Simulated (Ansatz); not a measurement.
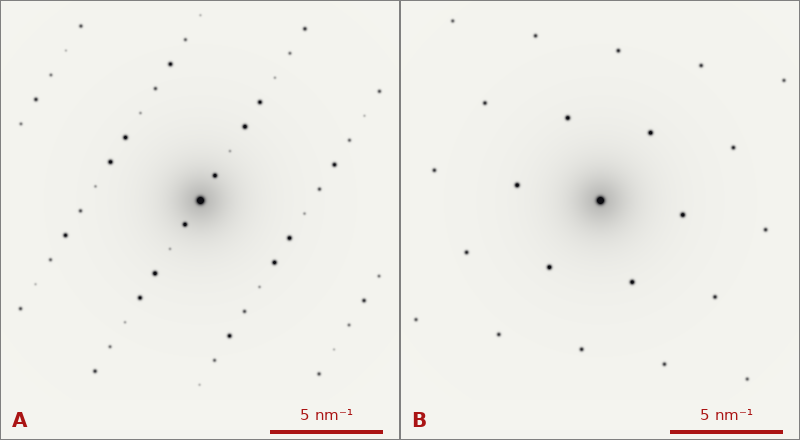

Kinematic electron diffraction patterns (300 kV, B = 0.5 Å², same scale, each along a low-index zone) of two structures of composition Na2Ga, each relaxed at zero pressure with DFT PBE, scalar-relativistic, plane waves, PAW (Ansatz).

The structures (standard cells):
1. Immm (No. 71), a = 3.101 Å, b = 5.039 Å, c = 9.751 Å, 6 atoms; generated start, possibly hypothetical
2. I4_1/amd (No. 141), a = 3.267 Å, c = 30.990 Å, 12 atoms; generated start, possibly hypothetical

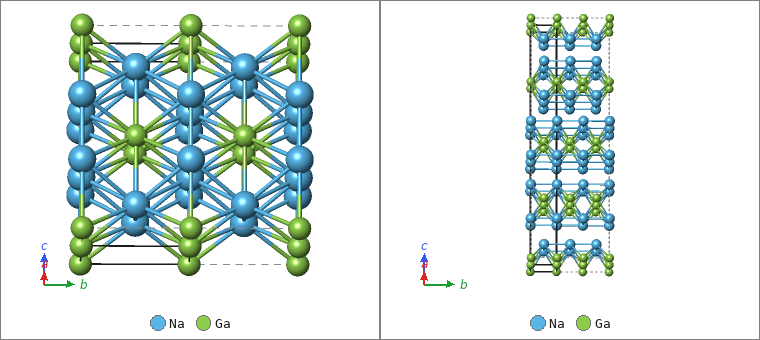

Drawings of the structures 1 to 2, from left to right (each may span several cells).

### Which pattern belongs to which structure, and along which zone?

A is structure 2 along [110] or an equivalent direction: centred rectangular net of 0 0 4 at d = 7.75 Å and 1 -1 2 at d = 2.28 Å, 81.5° apart (some points of this net are extinct or too weak to see). B is structure 1 along [001]: centred rectangular net of 1 -1 0 at d = 2.64 Å and 1 1 0 at d = 2.64 Å, 63.2° apart.

### Which structure lies lowest at this level of theory, and by how much?

Structure 1 (Immm, 25.40 Å³ an atom) is the lowest of these; structure 2 (I4_1/amd, 27.56 Å³ an atom) lies about 28 meV an atom higher. These are static energies at 0 K; other structures, not shown, may lie lower still.
